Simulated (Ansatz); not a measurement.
**BFO (SMILES O=BF): density, localisation and related maps**

Input

```
crystal:
  periodic: [false, false, false]
  atoms:
    - {symbol: B, position_ang: [0.000000, 0.000000, -0.025844]}
    - {symbol: F, position_ang: [0.000000, 0.000000, 1.256832]}
    - {symbol: O, position_ang: [0.000000, 0.000000, -1.230988]}
basis:
  gaussian:
    orbitals: def2-TZVPD
hamiltonian:
  xc: pbe0
output: {forces: true, orbitals: {seedname: orbitals}}
```

Run with:

```sh
ansatz run input.yaml --threads 1 --pin off --max-ram 2610MiB --events-out events.jsonl --progress --plain --runs-dir runs
```

Geometry: PBE0-D3(BJ)/def2-SVP.

The calculation used isolated molecule in a Gaussian basis; Kohn-Sham density functional theory, functional PBE0 (Ansatz 0.2.0).

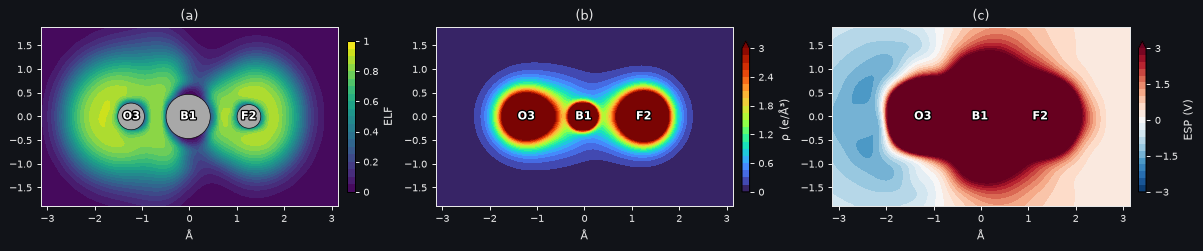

Figure 1. (a) ELF; (b) electron density; (c) electrostatic potential on a plane that holds the molecular axis. Grey discs cover the atomic cores in the ELF map.

Question: Interpret the plot.

Answer:
- The section cuts through B, F and O sites.
- B–O (1.21 Å): ρ at the midpoint is about 3 e/Å³; the ELF peaks at about 0.80 between the atoms (a short, strongly polar bond).
- B–F (1.28 Å): the density is about 2.5 e/Å³ at the midpoint; the ELF peaks at about 0.85 between the atoms, as expected for a short, strongly polar bond.
- The ELF also peaks beside F2 and O3, away from the bonds: lone-pair regions.
- Outside the dense part of the molecule the potential is most negative (−1.7 V) near O3.

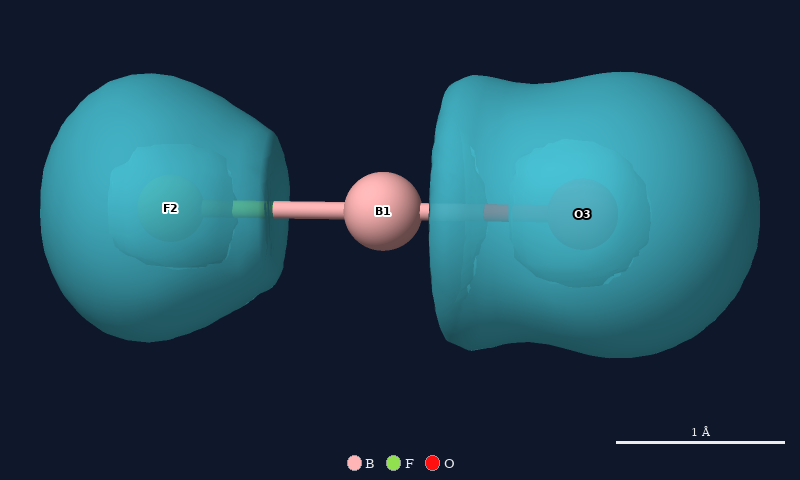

Figure 2. Isosurface of the electron localisation function at 0.75 (cyan), seen from one side. Core shells and regions of very low density are left out.

Question: What do the ELF domains correspond to?

Answer: The ELF exceeds this value in one region on F in which the atom's valence shell and bonds are merged and one region on O in which the atom's valence shell and bonds are merged.

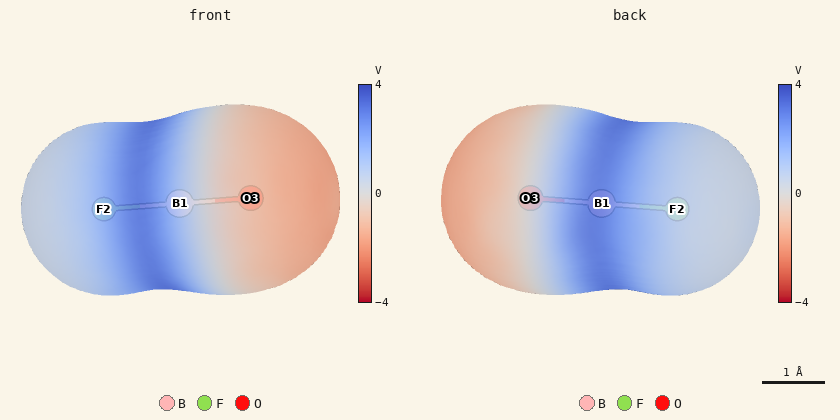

Figure 3. The electrostatic potential painted on the density surface at 0.004 e/bohr³, seen from the front and from behind; red is negative and blue positive.

Question: Describe the electrostatic potential map.

Answer: The most negative region (about −1.7 V) lies over O3, the most positive (about +3.1 V) over B1. O3 is the likeliest acceptor of a hydrogen bond.

Question: What dipole moment does the calculation give?

Answer: Its dipole moment is 2.17 D.
